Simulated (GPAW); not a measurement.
# Gap slopes of BaTiO3 (P4mm) from G0W0 (uniaxial strain), part 2 of 2

Aim: the gap of BaTiO3 (P4mm) under uniaxial strain, by PBE and G0W0.

GPAW 26.7.0; PBE and many-body steps on it, plane waves. Known limits of the many-body steps: extrapolated from modest cutoffs; no spin-orbit coupling; coarse k mesh.

So far. Step 8 (G0W0, strain +1 %): The gap on the mesh goes from 1.79 eV to 3.72 eV, a correction of +1.93 eV.

The database entry behind the starting cell differs from later determinations by our own check (c/a about 0.6 % short), so it need not match the best structure at ambient conditions.

## Step 10: G0W0, strain -2 %

This step: G0W0 on PBE, plane waves, PAW.

The cell differs from the one that the last finished run ended in (c 4.058 → 3.938 Å).

run.py reads:

```python
import json
import numpy as np
from gpaw.mpi import world
from gpaw.response.g0w0 import G0W0

gw = G0W0('full.gpw',
    filename='gw',
    kpts=[0, 17],
    bands=(18, 22),
    ecut=np.float64(162.17),
    integrate_gamma='WS',
    ppa=True,
    ecut_extrapolation=True)
gw.calculate()
res = {mode: {k: v for k, v in r.items() if k != 'sigma_eskwn'}
       for mode, r in gw.all_results.items()}

if world.rank == 0:
    with open('result.json', 'w') as f:
        json.dump(res, f, default=lambda x: x.tolist())
```

Started as:

```sh
mpirun -n 4 gpaw python run.py
```

Numbers of over 12 decimals in the logs are rounded to 6 here.

The program printed:

```text
Using integrator: PointIntegrator
FrequencyGridDescriptor(from 0.000+0.000j to 0.000+27.211j eV, 2 points)
Nonperiodic BCs:  [False False False]
Using integrator: PointIntegrator
FrequencyGridDescriptor(from 0.000+0.000j to 0.000+27.211j eV, 2 points)
Nonperiodic BCs:  [False False False]
  ___  _ _ _
 |   || | | |
 | | || | | |
 |__ ||_____|
 |___|

BZ k-points: Symmetries present (total): 8

  [... matrices ...]
64 k-points: 4 x 4 x 4 Monkhorst-Pack grid + [1/8,1/8,1/8]
18 k-points in the irreducible part of the Brillouin zone
[...]
GW
  18   1.000   7.647 -21.190 -25.673   3.726  -0.320   0.758   7.073
  19   1.000   7.655 -21.424 -26.126   3.922  -0.319   0.758   7.064
  20   0.000   9.743 -20.072 -12.492  -5.819  -0.299   0.770  11.099
[...]
k-point 1 (17): (0.500, 0.500, 0.500)                GW
band       f     eps     vxc     exx   sigma  dsigma       Z      qp
                                                                   GW
[...]
20   0.000  12.180 -23.725 -14.679  -6.934  -0.226   0.816  13.902
  21   0.000  12.282 -23.788 -14.773  -6.833  -0.519   0.658  13.718
```

Elapsed: 7.7 min, on 4 MPI ranks of Arm Neoverse V1, shared host; peak memory 1.8 GiB; 31 min of CPU time.

This step gave:

* quasiparticle gap on the points computed: 3.808 eV
* least direct quasiparticle gap on the computed points: 4.026 eV
* starting gap on the mesh: 1.864 eV
* k of the valence top: 0.5, 0.5, 0.5
* k of the conduction bottom: 0, 0, 0
* gaps at the cutoffs of the extrapolation: 3.619, 3.636, 3.657 eV

The gap on the mesh goes from 1.86 eV to 3.81 eV, a correction of +1.94 eV.

Again on this cell's own states.

## Step 11: One-shot HSE06, strain -2 %

This step: one-shot HSE06 levels on PBE orbitals, plane waves, PAW.

run.py reads:

```python
import json
import numpy as np
from gpaw.mpi import world
from gpaw.hybrids.eigenvalues import non_self_consistent_eigenvalues

dft, vxc, vxc_hyb = non_self_consistent_eigenvalues('full.gpw', 'HSE06', 18, 22, kpt_indices=[0, 17])
res = {'dft': dft[0], 'hybrid': (dft - vxc + vxc_hyb)[0]}
if world.rank == 0:
    with open('hybrid.txt', 'w') as f:
        for k, e0, e1 in zip([0, 17], res['dft'], res['hybrid']):
            print(k, ' '.join(f'{x:9.4f}' for x in e0), '|', ' '.join(f'{x:9.4f}' for x in e1), file=f)

if world.rank == 0:
    with open('result.json', 'w') as f:
        json.dump(res, f, default=lambda x: x.tolist())
```

Started as:

```sh
mpirun -n 4 gpaw python run.py
```

The program printed:

```text
IBZ(<points: 18, symmetries: 8>)
Occupied bands: 20
Transforming wave functions from IBZ to BZ: 0.027 seconds
Distributing wave functions and iFFT-ing to real space: 0.428 seconds
Calculating eigenvalues:
  k-points: 2
  Bands: 18-21 (inclusive)
  Seconds: 1.297 (wave-function broadcasting: 0.013 seconds)
HSE06-eigenvalue shifts:
  min: -1.218 eV
  ave: 0.056 eV
  max: 1.467 eV
```

Run time: 4.7 s. Hardware: 4 MPI ranks; peak memory 1.1 GiB.

Numbers from this step:

```yaml
starting_gap_on_the_mesh: 1.864 eV
hybrid_gap_on_the_mesh: 4.214 eV
least_direct_hybrid_gap_on_the_computed_points: 4.323 eV
```

## Step 12: G0W0, strain +2 %

This step: G0W0 on PBE, plane waves, PAW.

The cell differs from the one that the last finished run ended in (c 3.938 → 4.098 Å).

run.py reads:

```python
import json
import numpy as np
from gpaw.mpi import world
from gpaw.response.g0w0 import G0W0

gw = G0W0('full.gpw',
    filename='gw',
    kpts=[0, 17],
    bands=(18, 22),
    ecut=np.float64(157.902),
    integrate_gamma='WS',
    ppa=True,
    ecut_extrapolation=True)
gw.calculate()
res = {mode: {k: v for k, v in r.items() if k != 'sigma_eskwn'}
       for mode, r in gw.all_results.items()}

if world.rank == 0:
    with open('result.json', 'w') as f:
        json.dump(res, f, default=lambda x: x.tolist())
```

Started as:

```sh
mpirun -n 4 gpaw python run.py
```

The program printed:

```text
Using integrator: PointIntegrator
FrequencyGridDescriptor(from 0.000+0.000j to 0.000+27.211j eV, 2 points)
Nonperiodic BCs:  [False False False]
Using integrator: PointIntegrator
FrequencyGridDescriptor(from 0.000+0.000j to 0.000+27.211j eV, 2 points)
Nonperiodic BCs:  [False False False]
  ___  _ _ _
 |   || | | |
 | | || | | |
 |__ ||_____|
 |___|

BZ k-points: Symmetries present (total): 8

  [... matrices ...]
64 k-points: 4 x 4 x 4 Monkhorst-Pack grid + [1/8,1/8,1/8]
18 k-points in the irreducible part of the Brillouin zone
[...]
GW
  18   1.000   7.159 -21.095 -25.585   3.766  -0.328   0.753   6.614
  19   1.000   7.159 -21.095 -25.585   3.766  -0.328   0.753   6.614
  20   0.000   9.244 -20.330 -12.683  -5.857  -0.310   0.763  10.610
[...]
k-point 1 (17): (0.500, 0.500, 0.500)                GW
band       f     eps     vxc     exx   sigma  dsigma       Z      qp
                                                                   GW
[...]
20   0.000  11.492 -23.646 -14.717  -6.778  -0.319   0.758  13.122
  21   0.000  11.492 -23.646 -14.717  -6.778  -0.319   0.758  13.122
```

Elapsed: 7.7 min, on 4 MPI ranks; peak memory 1.9 GiB.

Numbers from this step:

* quasiparticle gap on the points computed: 3.682 eV
* least direct quasiparticle gap on the computed points: 3.996 eV
* starting gap on the mesh: 1.767 eV
* k of the valence top: 0.5, 0.5, 0.5
* k of the conduction bottom: 0, 0, 0
* gaps at the cutoffs of the extrapolation: 3.491, 3.509, 3.530 eV

The gap on the mesh goes from 1.77 eV to 3.68 eV, a correction of +1.92 eV.

Again on this cell's own states.

## Step 13: One-shot HSE06, strain +2 %

This step: one-shot HSE06 levels on PBE orbitals, plane waves, PAW.

run.py reads:

```python
import json
import numpy as np
from gpaw.mpi import world
from gpaw.hybrids.eigenvalues import non_self_consistent_eigenvalues

dft, vxc, vxc_hyb = non_self_consistent_eigenvalues('full.gpw', 'HSE06', 18, 22, kpt_indices=[0, 17])
res = {'dft': dft[0], 'hybrid': (dft - vxc + vxc_hyb)[0]}
if world.rank == 0:
    with open('hybrid.txt', 'w') as f:
        for k, e0, e1 in zip([0, 17], res['dft'], res['hybrid']):
            print(k, ' '.join(f'{x:9.4f}' for x in e0), '|', ' '.join(f'{x:9.4f}' for x in e1), file=f)

if world.rank == 0:
    with open('result.json', 'w') as f:
        json.dump(res, f, default=lambda x: x.tolist())
```

Started as:

```sh
mpirun -n 4 gpaw python run.py
```

The program printed:

```text
IBZ(<points: 18, symmetries: 8>)
Occupied bands: 20
Transforming wave functions from IBZ to BZ: 0.027 seconds
Distributing wave functions and iFFT-ing to real space: 0.415 seconds
Calculating eigenvalues:
  k-points: 2
  Bands: 18-21 (inclusive)
  Seconds: 1.267 (wave-function broadcasting: 0.013 seconds)
HSE06-eigenvalue shifts:
  min: -1.214 eV
  ave: 0.060 eV
  max: 1.440 eV
```

Run time: 4.6 s. Hardware: 4 MPI ranks; peak memory 1.1 GiB; 18 s of CPU time.

This step gave:

```yaml
starting_gap_on_the_mesh: 1.767 eV
hybrid_gap_on_the_mesh: 4.131 eV
least_direct_hybrid_gap_on_the_computed_points: 4.330 eV
```

## Step 14: G0W0, strain -3 %

This step: G0W0 on PBE, plane waves, PAW.

The cell differs from the one that the last finished run ended in (c 4.098 → 3.897 Å).

run.py reads:

```python
import json
import numpy as np
from gpaw.mpi import world
from gpaw.response.g0w0 import G0W0

gw = G0W0('full.gpw',
    filename='gw',
    kpts=[0, 17],
    bands=(18, 22),
    ecut=np.float64(163.282),
    integrate_gamma='WS',
    ppa=True,
    ecut_extrapolation=True)
gw.calculate()
res = {mode: {k: v for k, v in r.items() if k != 'sigma_eskwn'}
       for mode, r in gw.all_results.items()}

if world.rank == 0:
    with open('result.json', 'w') as f:
        json.dump(res, f, default=lambda x: x.tolist())
```

Started as:

```sh
mpirun -n 4 gpaw python run.py
```

The program printed:

```text
Using integrator: PointIntegrator
FrequencyGridDescriptor(from 0.000+0.000j to 0.000+27.211j eV, 2 points)
Nonperiodic BCs:  [False False False]
Using integrator: PointIntegrator
FrequencyGridDescriptor(from 0.000+0.000j to 0.000+27.211j eV, 2 points)
Nonperiodic BCs:  [False False False]
  ___  _ _ _
 |   || | | |
 | | || | | |
 |__ ||_____|
 |___|

BZ k-points: Symmetries present (total): 8

  [... matrices ...]
64 k-points: 4 x 4 x 4 Monkhorst-Pack grid + [1/8,1/8,1/8]
18 k-points in the irreducible part of the Brillouin zone
[...]
GW
  18   1.000   7.776 -21.211 -25.694   3.719  -0.318   0.759   7.197
  19   1.000   7.798 -21.473 -26.203   3.938  -0.317   0.759   7.196
  20   0.000   9.874 -20.000 -12.440  -5.802  -0.296   0.772  11.230
[...]
k-point 1 (17): (0.500, 0.500, 0.500)                GW
band       f     eps     vxc     exx   sigma  dsigma       Z      qp
                                                                   GW
[...]
20   0.000  12.339 -23.729 -14.686  -6.860  -0.400   0.714  13.899
  21   0.000  12.498 -23.828 -14.789  -6.801  -0.367   0.732  14.136
```

Wall time 7.7 min (4 MPI ranks); peak memory 1.8 GiB; 31 min of CPU time.

Numbers from this step:

| Property | Result |
| --- | --- |
| quasiparticle gap on the points computed | 3.855 eV |
| least direct quasiparticle gap on the computed points | 4.034 eV |
| starting gap on the mesh | 1.886 eV |
| k of the valence top | 0.5, 0.5, 0.5 |
| k of the conduction bottom | 0, 0, 0 |
| gaps at the cutoffs of the extrapolation | 3.659, 3.676, 3.699 eV |

The gap on the mesh goes from 1.89 eV to 3.86 eV, a correction of +1.97 eV.

Again on this cell's own states.

## Step 15: One-shot HSE06, strain -3 %

This step: one-shot HSE06 levels on PBE orbitals, plane waves, PAW.

run.py reads:

```python
import json
import numpy as np
from gpaw.mpi import world
from gpaw.hybrids.eigenvalues import non_self_consistent_eigenvalues

dft, vxc, vxc_hyb = non_self_consistent_eigenvalues('full.gpw', 'HSE06', 18, 22, kpt_indices=[0, 17])
res = {'dft': dft[0], 'hybrid': (dft - vxc + vxc_hyb)[0]}
if world.rank == 0:
    with open('hybrid.txt', 'w') as f:
        for k, e0, e1 in zip([0, 17], res['dft'], res['hybrid']):
            print(k, ' '.join(f'{x:9.4f}' for x in e0), '|', ' '.join(f'{x:9.4f}' for x in e1), file=f)

if world.rank == 0:
    with open('result.json', 'w') as f:
        json.dump(res, f, default=lambda x: x.tolist())
```

Started as:

```sh
mpirun -n 4 gpaw python run.py
```

The program printed:

```text
IBZ(<points: 18, symmetries: 8>)
Occupied bands: 20
Transforming wave functions from IBZ to BZ: 0.027 seconds
Distributing wave functions and iFFT-ing to real space: 0.368 seconds
Calculating eigenvalues:
  k-points: 2
  Bands: 18-21 (inclusive)
  Seconds: 1.268 (wave-function broadcasting: 0.013 seconds)
HSE06-eigenvalue shifts:
  min: -1.218 eV
  ave: 0.055 eV
  max: 1.467 eV
```

It took 4.6 s on 4 MPI ranks; peak memory 1.1 GiB.

This step gave:

| Quantity | Value |
| --- | --- |
| starting gap on the mesh | 1.886 eV |
| hybrid gap on the mesh | 4.231 eV |
| least direct hybrid gap on the computed points | 4.319 eV |

## Step 16: G0W0, strain +3 %

This step: G0W0 on PBE, plane waves, PAW.

The cell differs from the one that the last finished run ended in (c 3.897 → 4.139 Å).

run.py reads:

```python
import json
import numpy as np
from gpaw.mpi import world
from gpaw.response.g0w0 import G0W0

gw = G0W0('full.gpw',
    filename='gw',
    kpts=[0, 17],
    bands=(18, 22),
    ecut=np.float64(156.878),
    integrate_gamma='WS',
    ppa=True,
    ecut_extrapolation=True)
gw.calculate()
res = {mode: {k: v for k, v in r.items() if k != 'sigma_eskwn'}
       for mode, r in gw.all_results.items()}

if world.rank == 0:
    with open('result.json', 'w') as f:
        json.dump(res, f, default=lambda x: x.tolist())
```

Started as:

```sh
mpirun -n 4 gpaw python run.py
```

The program printed:

```text
Using integrator: PointIntegrator
FrequencyGridDescriptor(from 0.000+0.000j to 0.000+27.211j eV, 2 points)
Nonperiodic BCs:  [False False False]
Using integrator: PointIntegrator
FrequencyGridDescriptor(from 0.000+0.000j to 0.000+27.211j eV, 2 points)
Nonperiodic BCs:  [False False False]
  ___  _ _ _
 |   || | | |
 | | || | | |
 |__ ||_____|
 |___|

BZ k-points: Symmetries present (total): 8

  [... matrices ...]
64 k-points: 4 x 4 x 4 Monkhorst-Pack grid + [1/8,1/8,1/8]
18 k-points in the irreducible part of the Brillouin zone
[...]
GW
  18   1.000   7.044 -21.069 -25.561   3.778  -0.329   0.752   6.507
  19   1.000   7.044 -21.069 -25.561   3.778  -0.329   0.752   6.507
  20   0.000   9.124 -20.387 -12.728  -5.871  -0.313   0.762  10.486
[...]
k-point 1 (17): (0.500, 0.500, 0.500)                GW
band       f     eps     vxc     exx   sigma  dsigma       Z      qp
                                                                   GW
[...]
20   0.000  11.312 -23.614 -14.705  -6.800  -0.431   0.699  12.786
  21   0.000  11.312 -23.614 -14.705  -6.800  -0.431   0.699  12.786
```

Run time: 7.7 min. Hardware: 4 MPI ranks; peak memory 1.9 GiB; 31 min of CPU time.

This step gave:

- quasiparticle gap on the points computed: 3.646 eV
- least direct quasiparticle gap on the computed points: 3.979 eV
- starting gap on the mesh: 1.743 eV
- k of the valence top: 0.5, 0.5, 0.5
- k of the conduction bottom: 0, 0, 0
- gaps at the cutoffs of the extrapolation: 3.460, 3.478, 3.497 eV

The gap on the mesh goes from 1.74 eV to 3.65 eV, a correction of +1.90 eV.

Again on this cell's own states.

## Step 17: One-shot HSE06, strain +3 %

This step: one-shot HSE06 levels on PBE orbitals, plane waves, PAW.

run.py reads:

```python
import json
import numpy as np
from gpaw.mpi import world
from gpaw.hybrids.eigenvalues import non_self_consistent_eigenvalues

dft, vxc, vxc_hyb = non_self_consistent_eigenvalues('full.gpw', 'HSE06', 18, 22, kpt_indices=[0, 17])
res = {'dft': dft[0], 'hybrid': (dft - vxc + vxc_hyb)[0]}
if world.rank == 0:
    with open('hybrid.txt', 'w') as f:
        for k, e0, e1 in zip([0, 17], res['dft'], res['hybrid']):
            print(k, ' '.join(f'{x:9.4f}' for x in e0), '|', ' '.join(f'{x:9.4f}' for x in e1), file=f)

if world.rank == 0:
    with open('result.json', 'w') as f:
        json.dump(res, f, default=lambda x: x.tolist())
```

Started as:

```sh
mpirun -n 4 gpaw python run.py
```

The program printed:

```text
IBZ(<points: 18, symmetries: 8>)
Occupied bands: 20
Transforming wave functions from IBZ to BZ: 0.027 seconds
Distributing wave functions and iFFT-ing to real space: 0.419 seconds
Calculating eigenvalues:
  k-points: 2
  Bands: 18-21 (inclusive)
  Seconds: 1.312 (wave-function broadcasting: 0.013 seconds)
HSE06-eigenvalue shifts:
  min: -1.213 eV
  ave: 0.060 eV
  max: 1.436 eV
```

The job ended after 4.7 s (4 MPI ranks; peak memory 1.1 GiB).

This step gave:

```
starting gap on the mesh                       : 1.743 eV
hybrid gap on the mesh                         : 4.110 eV
least direct hybrid gap on the computed points : 4.329 eV
```

## Step 18: The series

One mesh (4×4×4), Godby-Needs plasmon pole, bands tied to the cutoff, extrapolated in the cutoff; uniaxial strain per length. Ions: fractional positions held. Fractional positions are the same in all cells, though this structure has free coordinates, so these are clamped-ion slopes.

```tsv
strain (%)	PBE gap (eV)	HSE06 gap (eV)	G0W0 gap (eV)	least direct G0W0 gap (eV)	G0W0 edges
-3	1.886	4.231	3.855	4.034	(0.500, 0.500, 0.500) to Γ
-2	1.864	4.214	3.808	4.026	(0.500, 0.500, 0.500) to Γ
-1	1.839	4.192	3.779	4.022	(0.500, 0.500, 0.500) to Γ
+0	1.813	4.170	3.747	4.014	(0.500, 0.500, 0.500) to Γ
+1	1.790	4.150	3.717	4.006	(0.500, 0.500, 0.500) to Γ
+2	1.767	4.131	3.682	3.996	(0.500, 0.500, 0.500) to Γ
+3	1.743	4.110	3.646	3.979	(0.500, 0.500, 0.500) to Γ
```

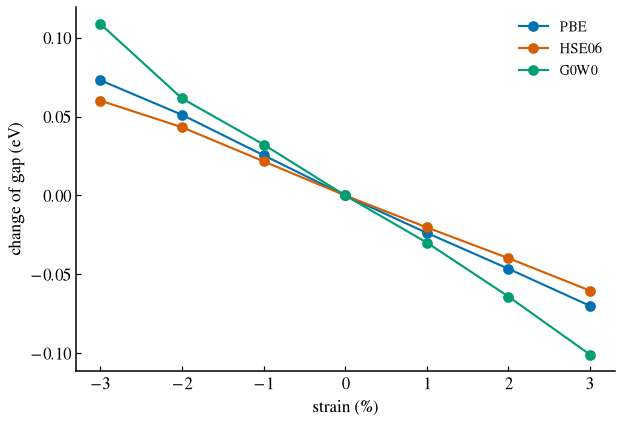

The change of gap against strain.

## Step 19: Results

```yaml
slope_under_compression: −24 (PBE), −20 (HSE06) and −36 (G0W0) meV per %
slope_under_tension: −23 (PBE), −20 (HSE06) and −34 (G0W0) meV per %
ions: clamped: fractional positions held
gw_settings_unstrained_cell: 4×4×4 mesh, screening to 160 eV
known_limits: extrapolated from modest cutoffs; no spin-orbit coupling; coarse k mesh
```

In words: On the side of compression the slopes of gap against strain are −24 (PBE), −20 (HSE06) and −36 (G0W0) meV per %. On the side of tension the slopes of gap against strain are −23 (PBE), −20 (HSE06) and −34 (G0W0) meV per %. Gaps are read on the mesh, so a valley between its points is missed. These stock PAW sets were not made for GW. In the G0W0, extrapolated in the cutoff run levels were corrected at 2 k points alone, so a gap called «on the mesh» is the least over those, and an edge elsewhere would be missed. The program warns of a poor linear fit in the extrapolation of some level, so the extrapolated values are rough. The 4×4×4 mesh is coarse for this cell, which bears on the long-range parts of exchange and screening. The many-body steps are scalar-relativistic: spin-orbit coupling is not in them.

[Paths, hosts, dates, memory and timing lines, banners, echoed tables and standing remarks are left out of the program output.]

[Logs are printed without paths, hosts, clocks, repeated set-up lines and the standing remarks that a program may print on its own settings, such as how far it seeks lower states.]

[Runs of the session that timed out or met a known fault of the program may be left out.]

[Hosts, paths, dates, database ids (printed as entryN), source tags and the programs' standing remarks are cut or masked in the printed files.]
